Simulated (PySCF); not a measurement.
Excited-state calculation of PO₃ (charge −1)

System: PO₃ (metaphosphate (po31-) (8ci,9ci)), charge −1, SMILES O=P(=O)[O-].
Method: TDDFT PBE0/def2-SVPD, vertical, gas phase, core orbitals frozen in the response (PySCF 2.14.0).

The geometry comes from this level: PBE0-D3(BJ)/def2-SVP.

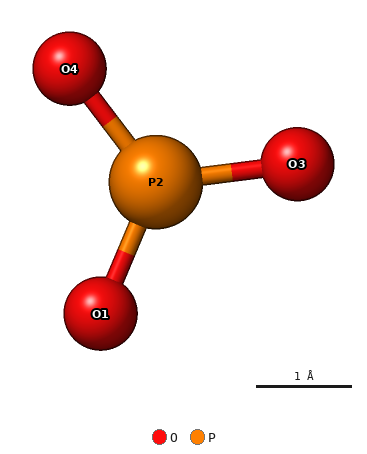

Fig. 1: The input geometry (ball-and-stick view, seen on its broad side; atoms are numbered from 1 in the order of the input). Bond lengths as drawn: O–P 1.50 Å.

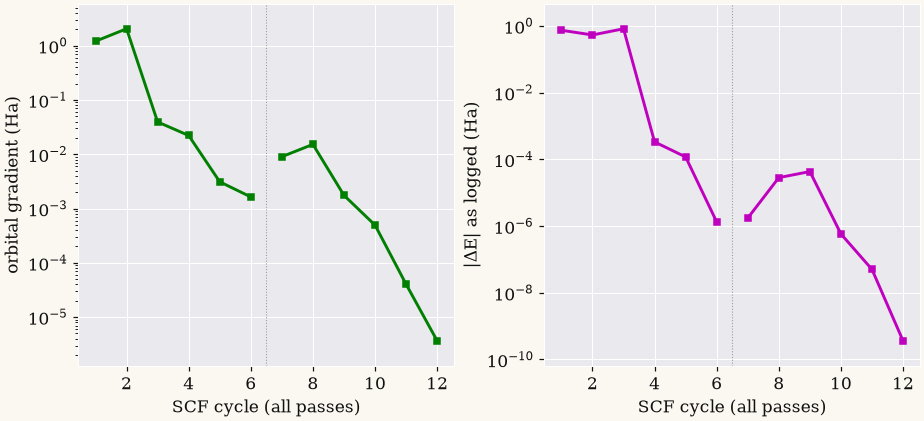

Fig. 2: Convergence of the self-consistent field: orbital gradient and size of the energy change against the SCF cycle. The dotted line marks the change from a coarse to the final integration grid. The first 6 cycles use a coarse grid, the final grid takes over at cycle 7, and the field converges after 12 cycles in all.

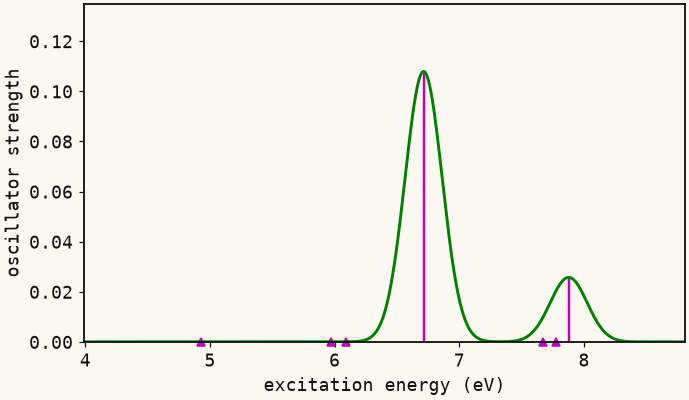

Fig. 3: Computed excitations as sticks (degenerate states added up, dark ones marked on the axis), with a Gaussian envelope of 0.35 eV full width at half maximum, scaled to the tallest. Of the 10 states the lowest lies at 4.92 eV (f = 0.000); the strongest line is at 6.71 eV, or 185 nm (f = 0.108, summed over 2 states that lie within 0.004 eV).

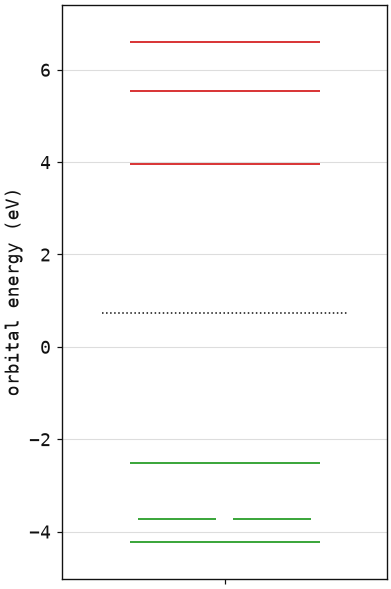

Fig. 4: Orbital energies near the frontier; the dotted line parts filled from empty levels, and levels within 0.02 eV of each other stand side by side. Highest filled −2.51 eV, lowest empty 3.96 eV, 6.47 eV apart.

The input that produced these results follows, with the program's output.

Input:
```
{"job": {"kind": "uv", "xc": "PBE0", "basis": "def2-SVPD", "ip": true, "dynamic": true}, "charge": -1, "multiplicity": 1}
O     -0.427793    -1.358837    -0.491620
P      0.009087    -0.006094    -0.009003
O     -0.421300     1.229562    -0.745698
O      0.876741     0.109839     1.210878
```

The first line tells a small driver script what to run in PySCF; the rest is the geometry in Å.

Launch command:
```bash
OMP_NUM_THREADS=1 python <driver script> task.json out
```

What the program printed:
```
coarse grid: 4888 points
cycle   1  E = -566.1637192302  dE =  7.419e-01  |g| = 1.206e+00  |ddm| = 2.804e+00
cycle   2  E = -565.6279980950  dE =  5.357e-01  |g| = 2.047e+00  |ddm| = 2.637e+00
cycle   3  E = -566.4501148778  dE = -8.221e-01  |g| = 3.934e-02  |ddm| = 1.690e+00
cycle   4  E = -566.4504483526  dE = -3.335e-04  |g| = 2.215e-02  |ddm| = 7.960e-02
cycle   5  E = -566.4505663945  dE = -1.180e-04  |g| = 3.108e-03  |ddm| = 3.130e-02
cycle   6  E = -566.4505677254  dE = -1.331e-06  |g| = 1.635e-03  |ddm| = 3.154e-03
final grid: 45552 points
cycle   7  E = -566.5348653538  dE = -1.736e-06  |g| = 9.010e-03  |ddm| = 2.493e-02
cycle   8  E = -566.5348370653  dE =  2.829e-05  |g| = 1.520e-02  |ddm| = 1.716e-02
cycle   9  E = -566.5348801158  dE = -4.305e-05  |g| = 1.751e-03  |ddm| = 1.143e-02
cycle  10  E = -566.5348806963  dE = -5.806e-07  |g| = 4.947e-04  |ddm| = 1.639e-03
cycle  11  E = -566.5348807465  dE = -5.013e-08  |g| = 4.034e-05  |ddm| = 5.032e-04
cycle  12  E = -566.5348807468  dE = -3.630e-10  |g| = 3.662e-06  |ddm| = 4.352e-05
converged SCF energy = -566.5348807468

Static polarisability (au): isotropic 37.096, principal 29.012 41.126 41.149

Singlet excitations
state   eV       nm        f      main configurations
  1   4.9242    251.8   0.00000   H->L 0.98
  2   5.9688    207.7   0.00000   H->L+1 1.00
  3   6.0918    203.5   0.00000   H-1->L 0.97
  4   6.0939    203.5   0.00000   H-2->L 0.97
  5   6.7125    184.7   0.05395   H-3->L 0.94
  6   6.7146    184.6   0.05397   H-4->L 0.94
  7   7.6689    161.7   0.00000   H-3->L+1 0.99
  8   7.6707    161.6   0.00000   H-4->L+1 0.99
  9   7.7761    159.4   0.00000   H->L+4 0.95
 10   7.8770    157.4   0.02573   H->L+2 0.46, H->L+3 0.28, H-1->L+1 0.12

Triplet excitations (Tamm-Dancoff, eV): 4.6585 5.6042 5.7719 5.7736
Vertical ionisation energy (delta-SCF) = 4.8798 eV
```

Summary:

- outcome: converged
- total energy: −566.534881 hartree
- HOMO: −2.51 eV
- LUMO: 3.96 eV
- mean polarisability: 37.10 a.u.
- vertical ionisation energy: 4.88 eV
- lowest singlet excitation: 4.92 eV
- hardware: 1 CPU thread, shared host
- wall time: 8.1 s
- peak memory: 0.41 GiB
